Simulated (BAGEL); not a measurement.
**HF/3-21G (density fitting with qzvpp-jkfit) run of C2H6SSi (SMILES C[Si]SC)**

What is the vertical singlet–triplet gap of C2H6SSi at HF/3-21G (density fitting with qzvpp-jkfit)? 

The results are computed with BAGEL 1.2.2.

## 1. Starting point

The species is C2H6SSi (10 atoms), meant as a singlet with charge 0. As SMILES, `C[Si]SC`. Geometry: relaxed at PBE0-D4/def2-TZVP. This is one conformer, not always the lowest.

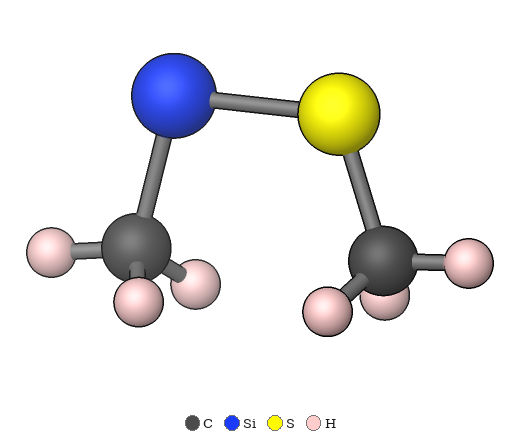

Viewed from a chosen angle; carbon dark grey, silicon blue, sulfur yellow, hydrogen pink.

## 2. A single-point energy at HF/3-21G (density fitting with qzvpp-jkfit)

Contents of input.json:

```json
{ "bagel" : [

{
  "title" : "molecule",
  "basis" : "3-21g",
  "df_basis" : "qzvpp-jkfit",
  "angstrom" : true,
  "geometry" : [
    { "atom" : "C", "xyz" : [      -0.474500,       1.498000,       0.212000 ] },
    { "atom" : "Si", "xyz" : [      -1.532200,       0.664600,      -1.131800 ] },
    { "atom" : "S", "xyz" : [      -0.684600,      -1.277500,      -1.197000 ] },
    { "atom" : "C", "xyz" : [       0.678400,      -1.448200,      -0.013100 ] },
    { "atom" : "H", "xyz" : [      -0.563800,       0.976000,       1.171000 ] },
    { "atom" : "H", "xyz" : [       0.587400,       1.503400,      -0.056300 ] },
    { "atom" : "H", "xyz" : [      -0.795200,       2.531900,       0.356400 ] },
    { "atom" : "H", "xyz" : [       0.331700,      -1.277900,       1.005200 ] },
    { "atom" : "H", "xyz" : [       1.483700,      -0.753100,      -0.246400 ] },
    { "atom" : "H", "xyz" : [       1.052300,      -2.468400,      -0.097000 ] }
  ]
},

{
  "title" : "hf"
},

{
  "title" : "print",
  "file" : "orbitals.molden",
  "orbitals" : true
}

]}
```

Launch:

```bash
$ BAGEL_NUM_THREADS=1 BAGEL input.json > input.out
```

The log of the run:

```text
* using 1 threads per process

  ===============================================================
  ===============================================================

  *** Geometry ***

  { "atom" : "C", "xyz" : [     -0.896675,      2.830810,      0.400622 ] },
  { "atom" : "Si", "xyz" : [     -2.895438,      1.255912,     -2.138792 ] },
  { "atom" : "S", "xyz" : [     -1.293707,     -2.414125,     -2.262002 ] },
  { "atom" : "C", "xyz" : [      1.281990,     -2.736701,     -0.024755 ] },
  { "atom" : "H", "xyz" : [     -1.065428,      1.844373,      2.212869 ] },
  { "atom" : "H", "xyz" : [      1.110025,      2.841014,     -0.106392 ] },
  { "atom" : "H", "xyz" : [     -1.502710,      4.784598,      0.673498 ] },
  { "atom" : "H", "xyz" : [      0.626822,     -2.414881,      1.899553 ] },
  { "atom" : "H", "xyz" : [      2.803787,     -1.423153,     -0.465629 ] },
  { "atom" : "H", "xyz" : [      1.988559,     -4.664600,     -0.183303 ] },

  Number of auxiliary basis functions:      514

  Since a DF basis is specified, we compute 2- and 3-index integrals:
    o Being stored without compression. Storage requirement is 0.013 GB

  Number of basis functions:       56
  Number of electrons      :       48

    * METHOD: MOLECULE                             0.22

  *** RHF ***

  === Nuclear Repulsion ===
   202.3354836625

      * DIIS with orbital gradients will be used.

  === RHF iteration (3-21g) ===
      0       -761.68581905          0.01431905           0.06
      1       -761.74342400          0.00474917           0.05
      2       -761.75087953          0.00120778           0.05
      3       -761.75156077          0.00015626           0.05
      4       -761.75158854          0.00006289           0.05
      5       -761.75159255          0.00001697           0.05
      6       -761.75159294          0.00000611           0.06
      7       -761.75159300          0.00000122           0.06
      8       -761.75159301          0.00000041           0.05
      9       -761.75159301          0.00000014           0.05
     10       -761.75159301          0.00000003           0.05
     11       -761.75159301          0.00000001           0.05
     12       -761.75159301          0.00000000           0.05
    * SCF iteration converged.

    * Permanent dipole moment:
           (   -0.743086,    -0.578224,    -0.939368) a.u.

    * METHOD: HF                                   0.86

    * METHOD: PRINT                                0.01

  ===============================================================
```

Run time: 1.2 s. Hardware: 1 thread of Arm Neoverse V1, shared host; peak memory 0.093 GiB.

## 3. The triplet at the same level

Contents of job.json:

```json
{ "bagel": [

{
  "title": "molecule",
  "basis": "3-21g",
  "df_basis": "qzvpp-jkfit",
  "angstrom": true,
  "geometry": [
    { "atom": "C", "xyz": [   -0.474500,    1.498000,    0.212000 ] },
    { "atom": "Si", "xyz": [   -1.532200,    0.664600,   -1.131800 ] },
    { "atom": "S", "xyz": [   -0.684600,   -1.277500,   -1.197000 ] },
    { "atom": "C", "xyz": [    0.678400,   -1.448200,   -0.013100 ] },
    { "atom": "H", "xyz": [   -0.563800,    0.976000,    1.171000 ] },
    { "atom": "H", "xyz": [    0.587400,    1.503400,   -0.056300 ] },
    { "atom": "H", "xyz": [   -0.795200,    2.531900,    0.356400 ] },
    { "atom": "H", "xyz": [    0.331700,   -1.277900,    1.005200 ] },
    { "atom": "H", "xyz": [    1.483700,   -0.753100,   -0.246400 ] },
    { "atom": "H", "xyz": [    1.052300,   -2.468400,   -0.097000 ] }
  ]
},
{ "title": "uhf", "nopen": 2 },
{ "title": "print", "file": "orbitals.molden", "orbitals": true }

]}
```

Launch:

```bash
$ BAGEL_NUM_THREADS=1 BAGEL job.json > job.out
```

The log of the run:

```text
* using 1 threads per process

  ===============================================================
  ===============================================================

  *** Geometry ***

  { "atom" : "C", "xyz" : [     -0.896675,      2.830810,      0.400622 ] },
  { "atom" : "Si", "xyz" : [     -2.895438,      1.255912,     -2.138792 ] },
  { "atom" : "S", "xyz" : [     -1.293707,     -2.414125,     -2.262002 ] },
  { "atom" : "C", "xyz" : [      1.281990,     -2.736701,     -0.024755 ] },
  { "atom" : "H", "xyz" : [     -1.065428,      1.844373,      2.212869 ] },
  { "atom" : "H", "xyz" : [      1.110025,      2.841014,     -0.106392 ] },
  { "atom" : "H", "xyz" : [     -1.502710,      4.784598,      0.673498 ] },
  { "atom" : "H", "xyz" : [      0.626822,     -2.414881,      1.899553 ] },
  { "atom" : "H", "xyz" : [      2.803787,     -1.423153,     -0.465629 ] },
  { "atom" : "H", "xyz" : [      1.988559,     -4.664600,     -0.183303 ] },

  Number of auxiliary basis functions:      514

  Since a DF basis is specified, we compute 2- and 3-index integrals:
    o Being stored without compression. Storage requirement is 0.013 GB

  Number of basis functions:       56
  Number of electrons      :       48

    * METHOD: MOLECULE                             0.22

  *** Open-shell HF ***

  === Nuclear Repulsion ===
   202.3354836625

      * DIIS with orbital gradients will be used.

  === UHF iteration (3-21g) ===
      0       -761.62380523          0.02602887           0.11
      1       -761.68940569          0.00801987           0.11
      2       -761.69784313          0.00379340           0.11
      3       -761.69955760          0.00120271           0.11
      4       -761.70035225          0.00040066           0.11
      5       -761.70052678          0.00013289           0.11
      6       -761.70056241          0.00003826           0.11
      7       -761.70057185          0.00002044           0.11
      8       -761.70057565          0.00000855           0.11
      9       -761.70057595          0.00000407           0.11
     10       -761.70057602          0.00000229           0.11
     11       -761.70057607          0.00000106           0.11
     12       -761.70057607          0.00000035           0.11
     13       -761.70057607          0.00000021           0.11
     14       -761.70057607          0.00000010           0.11
     15       -761.70057607          0.00000005           0.11
     16       -761.70057607          0.00000002           0.11
     17       -761.70057607          0.00000001           0.11
    * SCF iteration converged.

    * S^2 (UHF) is 2.0057

    * Permanent dipole moment:
           (   -0.209797,    -0.907434,    -0.591685) a.u.

    * METHOD: UHF                                  2.16

    * METHOD: PRINT                                0.01

  ===============================================================
```

Wall time 2.5 s (1 thread of Arm Neoverse V1, shared host); peak memory 0.093 GiB.

## 4. Outcome

Level: HF/3-21G (density fitting with qzvpp-jkfit).

| quantity | value |
| --- | --- |
| singlet: total energy | -761.75159 Eh |
| singlet: dipole moment | 3.38 D |
| singlet: HOMO energy | -8.84 eV |
| singlet: LUMO energy | 1.00 eV |
| singlet: HOMO–LUMO gap | 9.84 eV |
| triplet: total energy | -761.70058 Eh |
| triplet: dipole moment | 2.80 D |
| triplet: ⟨S²⟩ | 2.006 |
| vertical energy of the triplet above the singlet | 1.388 eV |

At this shape the triplet lies 1.39 eV (32 kcal/mol) above the singlet.
